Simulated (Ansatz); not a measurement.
Reaction (SMILES): C=C(F)F + 4 [H][H] (H2) → 2 C (CH4) + 2 F (HF)
B3LYP-D3(BJ)/def2-TZVP geometries, fixed; electronic energies without zero-point terms.

Basis-set convergence of the energy of full hydrogenation at B3LYP with Ansatz (a quantum-chemistry and plane-wave program). Cartesian d functions, on some or all atoms, in 6-31G*, 6-31G**; all else is spherical. The program fits the integrals of some runs and decomposes those of others, by size. No added dispersion term, no relativity. Functions are those of the species that has most. Reference: the value in aug-cc-pVQZ, -96.39 kcal/mol, itself unsure by roughly 0.24 kcal/mol (its mean distance from def2-QZVPPD, pcseg-3, def2-QZVPP). Deviations are taken from unrounded values.

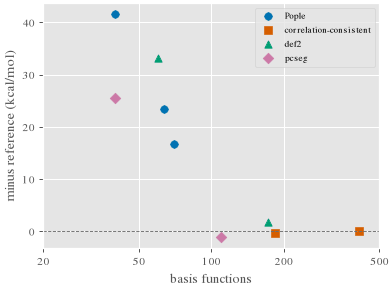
Figure. Deviation from the reference against the number of basis functions, by family of sets.

```csv
basis,functions,energy of full hydrogenation (kcal/mol),minus reference (kcal/mol)
3-21G,40,-54.84,41.55
pcseg-0,40,-70.86,25.53
def2-SV(P),60,-63.30,33.09
6-31G*,64,-73.00,23.39
6-31G**,70,-79.63,16.76
aug-pcseg-1,110,-97.41,-1.02
def2-TZVPD,172,-94.53,1.86
jun-cc-pV(T+d)Z,184,-96.79,-0.40
aug-cc-pVQZ,412,-96.39,0.00
```
